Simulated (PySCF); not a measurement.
Bond stretch in NH, triplet.

Methods: UKS-r2SCAN = PySCF 2.14.0 with unrestricted r2SCAN/cc-pVDZ; ROKS-r2SCAN = restricted open-shell r2SCAN/cc-pVDZ in PySCF; UKS-BHandHLYP = PySCF with unrestricted BHandHLYP/cc-pVDZ.

Magnitude of the dipole moment (D; its direction can reverse along the curve, and a method can change to another solution) and Mulliken charge of the fragment that holds N1:

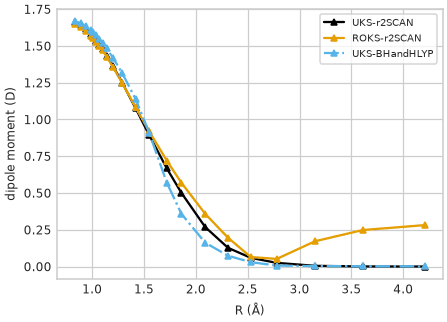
Dipole moment against bond length.

```tsv
R / Å	μ UKS-r2SCAN	q UKS-r2SCAN	μ ROKS-r2SCAN	q ROKS-r2SCAN	μ UKS-BHandHLYP	q UKS-BHandHLYP
0.83	1.66	-0.06	1.65	-0.06	1.67	-0.06
0.89	1.64	-0.08	1.63	-0.08	1.66	-0.08
0.94	1.61	-0.10	1.60	-0.10	1.64	-0.10
0.99	1.58	-0.11	1.57	-0.11	1.61	-0.11
1.01	1.56	-0.11	1.55	-0.11	1.59	-0.12
1.04	1.54	-0.12	1.53	-0.12	1.57	-0.12
1.07	1.51	-0.12	1.50	-0.12	1.55	-0.13
1.10	1.48	-0.12	1.47	-0.13	1.52	-0.13
1.14	1.43	-0.13	1.43	-0.13	1.48	-0.13
1.20	1.36	-0.13	1.36	-0.13	1.42	-0.13
1.29	1.25	-0.12	1.25	-0.13	1.31	-0.13
1.42	1.07	-0.11	1.08	-0.11	1.14	-0.12
1.55	0.89	-0.09	0.92	-0.10	0.91	-0.09
1.72	0.67	-0.07	0.72	-0.07	0.57	-0.06
1.86	0.50	-0.05	0.57	-0.05	0.36	-0.03
2.09	0.27	-0.02	0.36	-0.02	0.16	-0.01
2.31	0.13	-0.01	0.20	0.00	0.07	0.00
2.53	0.06	0.00	0.06	0.01	0.03	0.00
2.78	0.02	0.00	0.05	0.02	0.01	0.00
3.15	0.00	0.00	0.17	0.02	0.00	0.00
3.61	0.00	0.00	0.25	0.02	0.00	0.00
4.21	0.00	0.00	0.28	0.02	0.00	0.00
```

The unrestricted determinant behind UKS-r2SCAN, UKS-BHandHLYP is spin-contaminated at 1.55 to 4.21 Å (<S²> up to 3.0, against 2.00 for a pure triplet).
